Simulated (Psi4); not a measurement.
**GeH2 (SMILES [H][Ge][H]) at B2PLYP/may-cc-pVTZ (density fitting, density fitting for correlation, sweep point 7)**

Aim: the energy change on altering one bond length of GeH2 at B2PLYP/may-cc-pVTZ (density fitting, density fitting for correlation, sweep point 7), from 2 runs. Input form: a Python script.

The results are computed with Psi4 1.11.

8 further runs of the same task are left out: 8 for a known fault of the program.

**1. The structure to begin with**

The species is GeH2 (3 atoms), meant as a singlet with charge 0. As SMILES, `[H][Ge][H]`. The shape comes from GFN2-xTB, which is rough for such elements, and wasn't checked as a minimum.

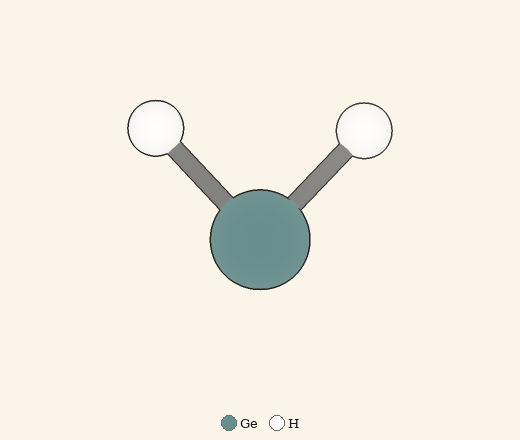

Viewed from a chosen angle; germanium teal, hydrogen white.

**2. The energy at B2PLYP/may-cc-pVTZ (density fitting, density fitting for correlation, sweep point 7)**

File job.py:

```python
import psi4

psi4.set_memory(1600000000)
psi4.set_num_threads(1)
psi4.set_output_file('geh2.out', False)

molecule = psi4.geometry("""
Ge     0.00867384    -0.01710202    -1.47591390
H      2.07650665    -0.03367492     0.75294248
H     -2.08518050     0.05077694     0.72297142
units bohr
symmetry c1
""")

psi4.set_options(dict(puream=True, scf_type='df', dft_radial_points=99, dft_spherical_points=590, num_frozen_docc=9))

energy_value = psi4.energy("b2plyp/may-cc-pVTZ", molecule=molecule)
print(f'total energy {energy_value:.8f} hartree = {energy_value * 27.211386:.5f} eV')
```

Launch:

```sh
$ python job.py
```

geh2.out:

```text
[...]
  Running in c1 symmetry.
[...]
  Nuclear repulsion =   21.301569508545288
[...]
  Multiplicity = 1
[...]
  Nalpha       = 17
  Nbeta        = 17
[...]
    Number of basis functions: 75
[...]
   @DF-RKS iter   1: -2076.68199324997613   -2.82527e+00   2.65218e-02 ADIIS/DIIS
[...]
   @DF-RKS iter   7: -2077.73117897641623   -1.05885e-07   7.52484e-07 DIIS
[...]
    Orbital Energies [Eh]
    ---------------------
    Doubly Occupied:
       1A   -401.472367     2A    -50.773509     3A    -45.114612
       4A    -45.111680     5A    -45.110960     6A     -6.625161
       7A     -4.720089     8A     -4.709899     9A     -4.707057
      10A     -1.397591    11A     -1.394287    12A     -1.391547
      13A     -1.384324    14A     -1.381518    15A     -0.583681
      16A     -0.357777    17A     -0.291280
[...]
  @DF-RKS Final Energy: -2077.73117897641623
   => Energetics <=
    Nuclear Repulsion Energy =             21.3015695085452883
    One-Electron Energy =               -2938.2691299536368206
    Two-Electron Energy =                 877.1582800865928675
    DFT Exchange-Correlation Energy =     -37.9218986179171864
    Empirical Dispersion Energy =           0.0000000000000000
    VV10 Nonlocal Energy =                  0.0000000000000000
    Total Energy =                      -2077.7311789764162313
[...]
 Multipole Moments:
 ------------------------------------------------------------------------------------
     Multipole            Electronic (a.u.)      Nuclear  (a.u.)        Total (a.u.)
 ------------------------------------------------------------------------------------
 L = 1.  Multiply by 2.5417464519 to convert [e a0] to [Debye]
 Dipole X            :         -0.0141770            0.0148500            0.0006731
 Dipole Y            :         -2.5560946            2.4299088           -0.1261859
 Dipole Z            :          0.0000000           -0.0000000            0.0000000
 Magnitude           :                                                    0.1261877
[...]
```

Standard output:

```text
total energy -2077.79202674 hartree = -56539.60087 eV
```

Run time: 9.6 s. Hardware: 1 thread of Intel Xeon Platinum 8488C (Sapphire Rapids), shared host; peak memory 0.97 GiB.

**3. The distorted shape at the same level**

File calc.py:

```python
import psi4

psi4.set_memory(1600000000)
psi4.set_num_threads(1)
psi4.core.set_output_file('psi4.out', False)

mol = psi4.geometry("""
Ge     1.05554810    -0.05103961    -2.57530176
H      3.12338091    -0.06761251    -0.34644538
H     -2.08518050     0.05077694     0.72297142
units au
symmetry c1
""")

psi4.set_options(dict(basis='may-cc-pVTZ', puream=True, scf_type='df', dft_radial_points=99, dft_spherical_points=590, num_frozen_docc=9))

e_tot, wfn = psi4.energy('b2plyp', molecule=mol, return_wfn=True)
print(f'total energy {e_tot:.8f} hartree = {e_tot * 27.211386:.5f} eV')
```

Launch:

```sh
$ python calc.py
```

psi4.out:

```text
[...]
  Running in c1 symmetry.
[...]
  Nuclear repulsion =   17.737346226204131
[...]
  Multiplicity = 1
[...]
  Nalpha       = 17
  Nbeta        = 17
[...]
    Number of basis functions: 75
[...]
   @DF-RKS iter   1: -2076.45577003872268   -2.82699e+00   2.67168e-02 ADIIS/DIIS
[...]
   @DF-RKS iter   8: -2077.66602848215871   -7.94339e-08   6.59683e-07 DIIS
[...]
    Orbital Energies [Eh]
    ---------------------
    Doubly Occupied:
       1A   -401.513740     2A    -50.813036     3A    -45.153726
       4A    -45.151883     5A    -45.150351     6A     -6.663692
       7A     -4.756974     8A     -4.749358     9A     -4.744791
      10A     -1.434284    11A     -1.432660    12A     -1.428049
      13A     -1.421970    14A     -1.420721    15A     -0.573942
      16A     -0.338322    17A     -0.274265
[...]
  @DF-RKS Final Energy: -2077.66602848215871
   => Energetics <=
    Nuclear Repulsion Energy =             17.7373462262041315
    One-Electron Energy =               -2930.0566476562921707
    Two-Electron Energy =                 872.5246435669023413
    DFT Exchange-Correlation Energy =     -37.8713706189727191
    Empirical Dispersion Energy =           0.0000000000000000
    VV10 Nonlocal Energy =                  0.0000000000000000
    Total Energy =                      -2077.6660284821587084
[...]
 Multipole Moments:
 ------------------------------------------------------------------------------------
     Multipole            Electronic (a.u.)      Nuclear  (a.u.)        Total (a.u.)
 ------------------------------------------------------------------------------------
 L = 1.  Multiply by 2.5417464519 to convert [e a0] to [Debye]
 Dipole X            :         -1.3101756            0.5895886           -0.7205870
 Dipole Y            :         -3.8177092            3.0332439           -0.7844653
 Dipole Z            :         -0.0000000           -0.0000000           -0.0000000
 Magnitude           :                                                    1.0651908
[...]
```

Standard output:

```text
total energy -2077.72828861 hartree = -56537.86646 eV
```

It took 12 s on 1 thread of Intel Xeon Platinum 8488C (Sapphire Rapids), shared host; peak memory 0.95 GiB.

**4. Summary of results**

Level: B2PLYP/may-cc-pVTZ (density fitting, density fitting for correlation, sweep point 7), 9 core orbitals frozen.

```
                                                          quantity           value
                                         first shape: total energy  -2077.79203 Eh
                    first shape: HOMO energy (SCF part's orbitals)        -7.93 eV
                    first shape: LUMO energy (SCF part's orbitals)        -1.96 eV
                  first shape: HOMO–LUMO gap (SCF part's orbitals)         5.97 eV
                                     distorted shape: total energy  -2077.72829 Eh
                distorted shape: HOMO energy (SCF part's orbitals)        -7.46 eV
                distorted shape: LUMO energy (SCF part's orbitals)        -2.39 eV
              distorted shape: HOMO–LUMO gap (SCF part's orbitals)         5.08 eV
energy change with the Ge1–H3 bond stretched from 1.607 to 2.411 Å        1.734 eV
```

**Reading.** With the Ge1–H3 bond stretched from 1.607 to 2.411 Å the energy rises by 1.73 eV (167 kJ/mol). The first shape isn't relaxed at this level, so the change isn't measured from a minimum.
